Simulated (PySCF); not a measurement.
SMILES CC(C)(C)c1sc(cc1)C at its GFN2-xTB optimised geometry (Å):

```
24

C      3.4570     0.4778     0.0000
C      1.9697     0.4778     0.0000
C      1.1181     1.5333     0.0000
C     -0.2473     1.1570     0.0013
C     -0.4405    -0.1865     0.0028
C     -1.7139    -0.9843     0.0003
C     -1.7516    -1.8626    -1.2572
C     -1.7511    -1.8767     1.2477
C     -2.9306    -0.0557     0.0058
S      1.0897    -1.0182     0.0030
H      3.8271     1.5002    -0.0295
H      3.8428    -0.0096     0.8956
H      3.8430    -0.0615    -0.8650
H      1.4474     2.5581    -0.0014
H     -1.0440     1.8788     0.0018
H     -0.9056    -2.5463    -1.2680
H     -2.6694    -2.4455    -1.2826
H     -1.7074    -1.2450    -2.1520
H     -2.6673    -2.4627     1.2645
H     -0.9032    -2.5581     1.2527
H     -1.7108    -1.2692     2.1495
H     -2.9322     0.5720     0.8937
H     -2.9335     0.5813    -0.8754
H     -3.8430    -0.6477     0.0033
```

Computed with PBE0/def2-SVP in PySCF 2.14.0.

Map of the log10 of the electron density (e/bohr³), floored at −4 on the plane z = 0.6 Å:

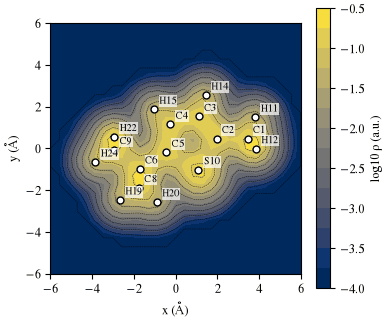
Fig. 1. Log10 of the electron density (e/bohr³), floored at −4 on the plane z = 0.6 Å.
